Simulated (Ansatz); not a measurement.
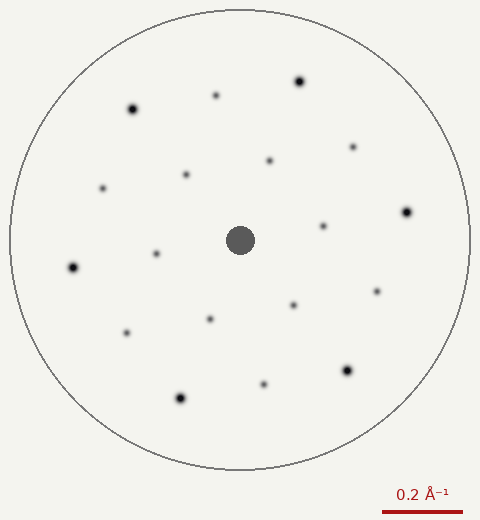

Simulated LEED pattern at 75 eV and normal incidence, from the upper face of a slab model. Spot positions follow from the surface net; brightness is a rough single-scattering estimate from the outer layers, good only for telling present from absent.

Q: What surface net do the spots show?

A: The spots form a hexagonal reciprocal net with shortest vectors 0.212 and 0.212 Å⁻¹ at 60.0°. The primitive real-space mesh has edges 5.45 and 5.45 Å at 60.0° (or its supplement) and area 25.8 Å².

The slab has composition Ag (3 atoms a cell, 0.0 Å thick). Structure: the end point of a relaxation with DFT PBE, scalar-relativistic, plane waves, PAW in Ansatz; the starting structure was generated, so it need not be a known form of this composition.
